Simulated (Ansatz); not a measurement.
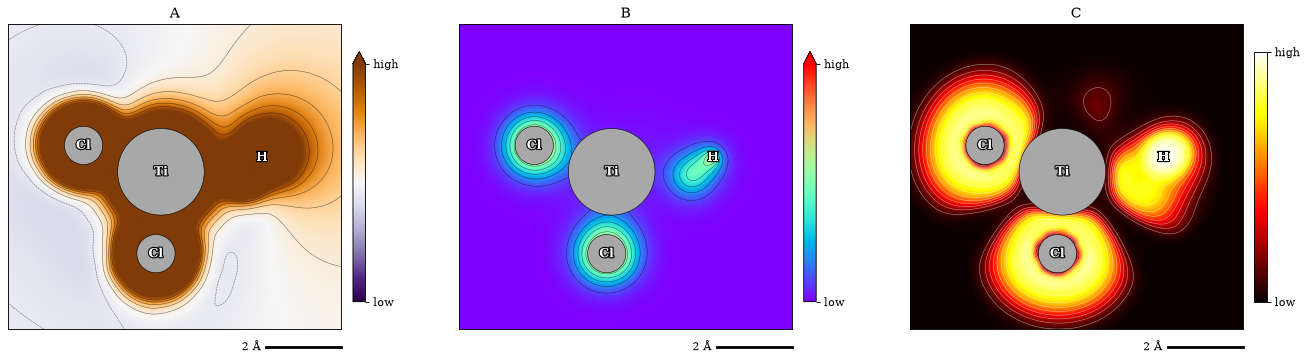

Cl3H3OTi: 3 fields on the plane of atoms Cl3, Ti1 and Cl5, with unlabelled colour scales. Grey discs cover the atomic cores.

The product side of a reaction path; geometry: PBE0-D4/def2-TZVP.

Computed with RKS PBE0-D4/def2-TZVPP (Ansatz).

Question: The panels show electron density, electron localisation function and electrostatic potential in some order. Assign them.

Answer: Panel A: electrostatic potential (strongly positive close to the atoms and fading to about zero outside). Panel B: electron density. Panel C: electron localisation function. From the grid: Ti–Cl (2.18 Å): ρ is about 0.73 e/Å³ halfway; the ELF peaks at about 0.85 in the valence shell of Cl, 0.9 Å from its nucleus, and is about 0.45 at the midpoint.
